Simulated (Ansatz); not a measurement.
## Electronic structure of CH₃GeNO in real space

Input

```
crystal:
  periodic: [false, false, false]
  atoms:
    - { symbol: "N", position_ang: [0.1271, -2.0856, 1.9521] }
    - { symbol: C, position_ang: [-0.0517, -1.174, 1.1866] }
    - { symbol: Ge, position_ang: [-0.288, 0.2536, -0.0587] }
    - { symbol: O, position_ang: [1.1781, 0.2459, -1.2111] }
    - { symbol: H, position_ang: [-1.5905, 0.0743, -0.8274] }
    - { symbol: H, position_ang: [-0.2648, 1.6157, 0.7193] }
    - { symbol: H, position_ang: [0.951, 1.0021, -1.8064] }
basis:
  gaussian: { orbitals: def2-SVP }
hamiltonian:
  xc: r2scan
relax:
  f_tol: 0.02
  max_steps: 50
output:
  orbitals: {}
```

Run with:

```sh
ansatz run input.yaml --threads 2 --pin off --max-ram 3072MiB --backend cpu --events-out ev --progress --plain --runs-dir out
```

The fields are those of the run's last geometry, not of the input's.

These are results of RKS r2SCAN/def2-SVP (Ansatz), not measurements.

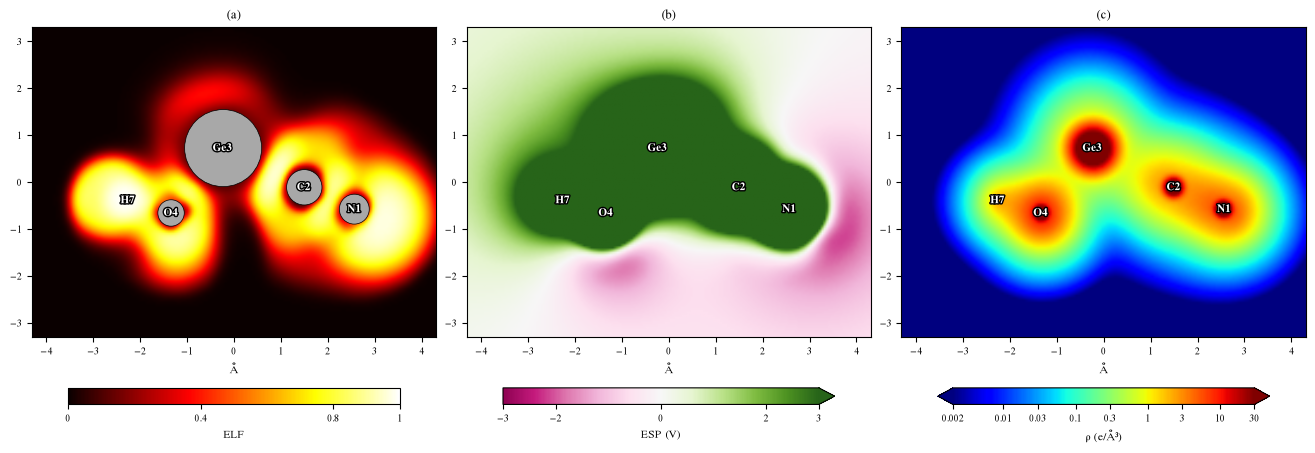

Figure 1. (a) ELF; (b) molecular electrostatic potential; (c) total electron density on the plane of atoms Ge3, O4 and H7. Grey discs cover the atomic cores in the ELF map.

Read the bonding off the picture.

- The plane passes through N, C, Ge, O and H nuclei.
- C–N (1.16 Å): the density is about 3.5 e/Å³ at the midpoint; the ELF peaks at about 0.85 between the atoms: a multiple bond.
- Ge–O (1.77 Å): ρ is about 0.96 e/Å³ halfway; the ELF peaks at about 0.85 in the valence shell of O, 0.6 Å from its nucleus, and is about 0.35 at the midpoint.
- C–Ge (1.92 Å): ρ at the midpoint is about 0.87 e/Å³; the ELF peaks at about 0.95 in the valence shell of C, 0.7 Å from its nucleus, and is about 0.65 at the midpoint.
- O–H (0.97 Å): ρ at the midpoint is about 3.6 e/Å³; the ELF climbs to about 1 towards the hydrogen, as it does in any bond to H; a covalent bond by its length.
- The ELF also peaks beside O4 and N1, away from the bonds: lone-pair regions.
- Outside the dense part of the molecule the potential is most negative (−2.1 V) near N1.

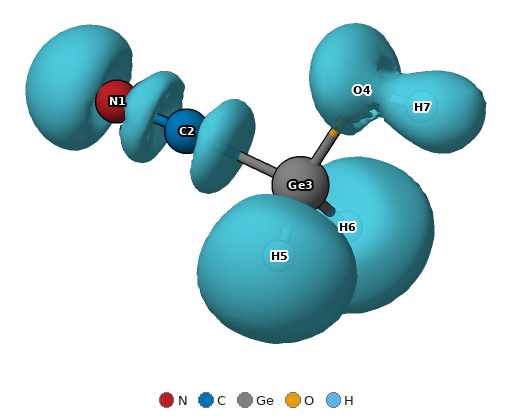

Figure 2. Isosurface of the ELF at 0.8 (cyan), seen at a tilt. Only the valence region is drawn (cores and ρ < 0.01 e/Å³ removed).

What do the ELF domains correspond to?

At this value the surface marks out one region between bonded C–N atoms (shared pairs), two regions around hydrogen nuclei, one lobe of the valence shell of C pointing towards Ge (polar bonds), one lobe on N, pointing away from the bonds (lone pairs) and one joined region spread over several atoms (H, O), in which their bonds and any lone pairs are merged.

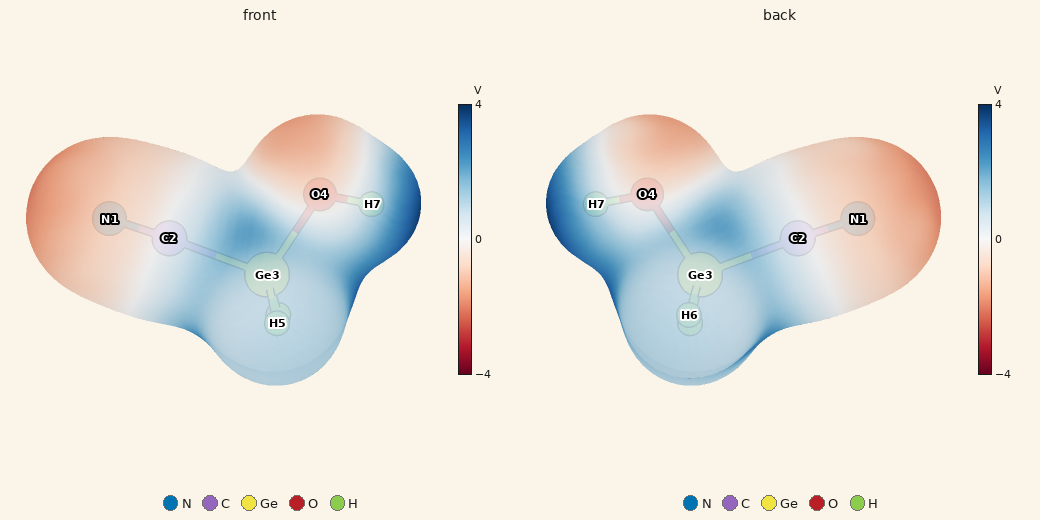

Figure 3. The electrostatic potential painted on the density surface at 0.004 e/bohr³, seen from the front and from behind; red is negative and blue positive.

Which sites attract a positive test charge, and which a negative one?

A positive charge is drawn to the negative regions and a negative charge to the positive ones. The most negative region (about −1.9 V) lies over N1, the most positive (about +3.7 V) over H7. N1 is the likeliest acceptor of a hydrogen bond.

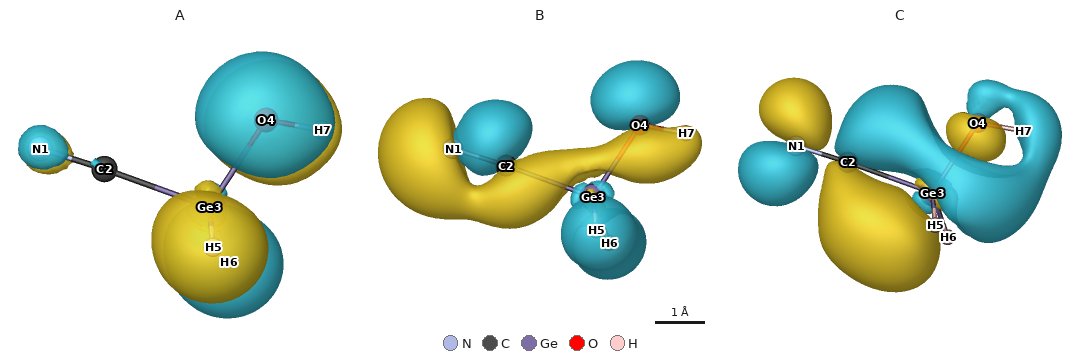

Figure 4. Three frontier orbitals at ±0.08 Å⁻³ᐟ² (yellow and cyan are the two phases), in no order.

Order the three orbitals by energy and name them.

B is the HOMO−1 (−8.69 eV). It lies mainly on N1 (about 45 %), O4 (about 20 %), C2 (about 15 %) and Ge3 (about 10 %). A is the HOMO (−7.78 eV). It lies mainly on O4 (about 65 %), Ge3 (about 15 %), H5 (about 10 %) and H6 (about 10 %). C is the LUMO (−1.55 eV). It lies mainly on Ge3 (about 35 %), N1 (about 25 %), C2 (about 20 %) and O4 (about 10 %).

What is the HOMO–LUMO gap?

6.23 eV between the orbital energies.
